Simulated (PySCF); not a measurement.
**Two runs on CHClF4Si**

System: CHClF4Si.
Method of run 1: TDDFT LDA/def2-SVPD, vertical, gas phase, core orbitals frozen in the response (PySCF 2.14.0).

The geometry comes from this level: PBE0-D3(BJ)/def2-SVP. Text and figures count atoms from 1; the logs count them from 0 in places.

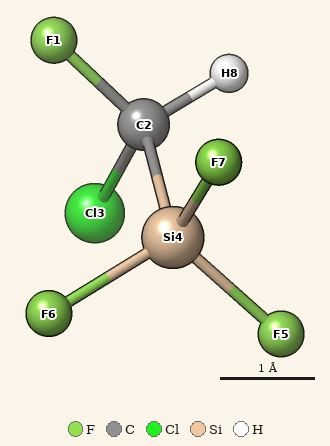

The structure (ball-and-stick view, seen at an oblique angle; atoms are numbered from 1 in the order of the input). Bond lengths as drawn: C–Cl 1.78 Å, C–F 1.36 Å, C–H 1.10 Å, C–Si 1.88 Å and F–Si 1.59 to 1.60 Å.

### Input, run 1
```
{"job": {"kind": "uv", "xc": "LDA", "basis": "def2-SVPD", "ip": true}, "charge": 0, "multiplicity": 1}
F     -0.571292     1.233410    -0.582087
C     -0.751895     0.231655     0.314090
Cl     0.420595    -1.080284     0.031628
Si    -2.481571    -0.488666     0.143076
F     -2.698215    -1.639460     1.227629
F     -2.722300    -1.085327    -1.315012
F     -3.570368     0.650637     0.407587
H     -0.551565     0.617053     1.327325
```

The first line tells a small driver script what to run in PySCF; the rest is the geometry in Å.

Launched with:
```bash
OMP_NUM_THREADS=1 python <driver script> task.json out
```

Hardware: 1 CPU thread, shared host.

### Output (run 1)
```
coarse grid: 9304 points
cycle   1  E = -1181.7296852648  dE =  7.588e-01  |g| = 8.220e-01  |ddm| = 4.121e+00
cycle   2  E = -1181.2933254705  dE =  4.364e-01  |g| = 1.835e+00  |ddm| = 2.291e+00
cycle   3  E = -1181.8463746074  dE = -5.530e-01  |g| = 8.973e-02  |ddm| = 1.458e+00
cycle   4  E = -1181.8477107009  dE = -1.336e-03  |g| = 5.660e-02  |ddm| = 2.079e-01
cycle   5  E = -1181.8484080072  dE = -6.973e-04  |g| = 1.678e-02  |ddm| = 6.429e-02
cycle   6  E = -1181.8484589582  dE = -5.095e-05  |g| = 4.356e-03  |ddm| = 1.914e-02
cycle   7  E = -1181.8484626161  dE = -3.658e-06  |g| = 1.201e-03  |ddm| = 5.239e-03
final grid: 86672 points
cycle   8  E = -1181.9302893850  dE = -2.445e-05  |g| = 2.980e-03  |ddm| = 3.676e-02
cycle   9  E = -1181.9302846625  dE =  4.722e-06  |g| = 5.872e-03  |ddm| = 7.713e-03
cycle  10  E = -1181.9302910718  dE = -6.409e-06  |g| = 4.687e-04  |ddm| = 4.785e-03
cycle  11  E = -1181.9302911149  dE = -4.303e-08  |g| = 1.666e-04  |ddm| = 7.946e-04
cycle  12  E = -1181.9302911207  dE = -5.856e-09  |g| = 4.317e-05  |ddm| = 2.205e-04
cycle  13  E = -1181.9302911211  dE = -3.392e-10  |g| = 1.455e-05  |ddm| = 5.335e-05
converged SCF energy = -1181.9302911211

Static polarisability (au): isotropic 52.532, principal 46.295 50.051 61.251

Singlet excitations
state   eV       nm        f      main configurations
  1   6.4037    193.6   0.01566   H->L 0.98
  2   6.7931    182.5   0.00073   H->L+1 0.96
  3   7.0886    174.9   0.00173   H->L+2 0.96
  4   7.1857    172.5   0.01035   H-1->L 0.93
  5   7.5818    163.5   0.01555   H-1->L+1 0.86
  6   7.8453    158.0   0.00509   H-1->L+2 0.86
  7   8.0193    154.6   0.00318   H->L+3 0.46, H-2->L 0.45
  8   8.1527    152.1   0.05777   H->L+3 0.49, H-2->L 0.30, H-3->L 0.08
  9   8.4622    146.5   0.00792   H->L+4 0.85
 10   8.5531    145.0   0.01595   H-2->L+1 0.85, H-3->L 0.08

Triplet excitations (Tamm-Dancoff, eV): 5.8458 6.5118 6.5937 6.8929
Vertical ionisation energy (delta-SCF) = 11.3600 eV
Vertical electron affinity (delta-SCF) = -0.5616 eV
```

The input of run 2 differs as follows (lines with − go, lines with + come):
```diff
-"xc": "LDA"
+"xc": "B3LYP"
```

How does run 2 compare with run 1?

The total energies belong to different methods, so their difference says nothing on which is more stable or more accurate. The HOMO goes from −7.92 to −9.02 eV. The LUMO goes from −1.85 to −0.91 eV. The lowest excitation goes from 6.40 to 6.84 eV. The strongest computed line goes from 8.15 to 8.74 eV. The functional changes from LDA to B3LYP. Exact exchange removes part of the self-interaction error of semilocal functionals, which pushes filled and empty levels apart. The number of SCF iterations is the same.

### Output (run 2)
```
coarse grid: 9304 points
cycle   1  E = -1187.1589206768  dE =  7.864e-01  |g| = 9.405e-01  |ddm| = 3.978e+00
cycle   2  E = -1186.8691805404  dE =  2.897e-01  |g| = 1.633e+00  |ddm| = 2.378e+00
cycle   3  E = -1187.3142396796  dE = -4.451e-01  |g| = 5.683e-02  |ddm| = 1.297e+00
cycle   4  E = -1187.3147427475  dE = -5.031e-04  |g| = 3.399e-02  |ddm| = 1.424e-01
cycle   5  E = -1187.3149749419  dE = -2.322e-04  |g| = 1.025e-02  |ddm| = 4.120e-02
cycle   6  E = -1187.3149920411  dE = -1.710e-05  |g| = 2.107e-03  |ddm| = 1.183e-02
cycle   7  E = -1187.3149928170  dE = -7.759e-07  |g| = 5.400e-04  |ddm| = 2.543e-03
final grid: 86672 points
cycle   8  E = -1187.4466846538  dE = -1.728e-05  |g| = 4.387e-03  |ddm| = 3.414e-02
cycle   9  E = -1187.4466789338  dE =  5.720e-06  |g| = 7.039e-03  |ddm| = 9.092e-03
cycle  10  E = -1187.4466883248  dE = -9.391e-06  |g| = 2.817e-04  |ddm| = 5.652e-03
cycle  11  E = -1187.4466883414  dE = -1.658e-08  |g| = 9.477e-05  |ddm| = 4.818e-04
cycle  12  E = -1187.4466883430  dE = -1.613e-09  |g| = 4.433e-05  |ddm| = 1.433e-04
cycle  13  E = -1187.4466883434  dE = -4.186e-10  |g| = 8.285e-06  |ddm| = 4.876e-05
converged SCF energy = -1187.4466883434

Static polarisability (au): isotropic 49.921, principal 44.218 47.454 58.090

Singlet excitations
state   eV       nm        f      main configurations
  1   6.8441    181.2   0.01315   H->L 0.93
  2   7.5273    164.7   0.00343   H->L+1 0.65, H-1->L 0.24
  3   7.5528    164.2   0.00429   H-1->L 0.70, H->L+1 0.24
  4   7.8924    157.1   0.00263   H->L+2 0.91
  5   8.3226    149.0   0.02454   H-1->L+1 0.92
  6   8.6274    143.7   0.01128   H-1->L+2 0.70, H-2->L 0.20
  7   8.7400    141.9   0.05298   H->L+3 0.92
  8   8.9181    139.0   0.05123   H-2->L 0.62, H-3->L 0.17, H-1->L+2 0.16
  9   9.1439    135.6   0.01147   H->L+4 0.90
 10   9.3471    132.6   0.01567   H-2->L+1 0.72, H-2->L+2 0.17

Triplet excitations (Tamm-Dancoff, eV): 6.1578 6.7860 7.2003 7.6199
Vertical ionisation energy (delta-SCF) = 11.6510 eV
```

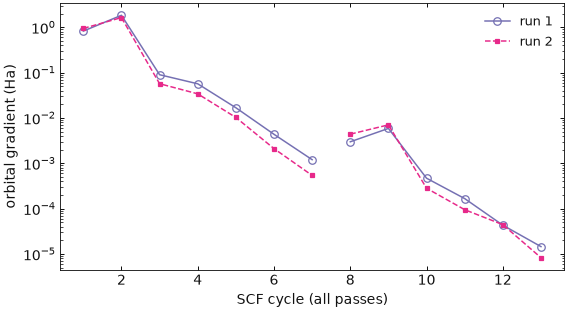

Convergence of the two runs: orbital gradient against the SCF cycle. A break in a curve parts two SCF passes (coarse and final grid). Run 1 takes 13 cycles in all, and run 2 takes 13.

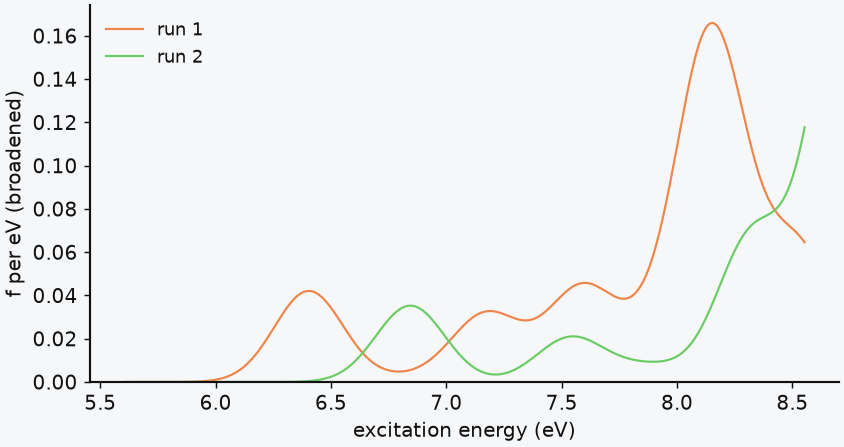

Absorption of the two runs from their computed states, each broadened by a Gaussian of 0.35 eV full width; the range ends where the shorter list of states ends.

### The two runs side by side

| quantity | run 1 | run 2 |
| --- | --- | --- |
| outcome | converged | converged |
| total energy (hartree) | −1181.930291 | −1187.446688 |
| HOMO (eV) | −7.92 | −9.02 |
| LUMO (eV) | −1.85 | −0.91 |
| dipole moment (D) | 1.50 | 1.51 |
| lowest excitation (eV) | 6.40 | 6.84 |
| SCF iterations | 13 | 13 |
| strongest computed line (eV) | 8.15 | 8.74 |
| basis functions | 171 | 171 |
| wall time (shared host) | 1.9 min | 2 min |
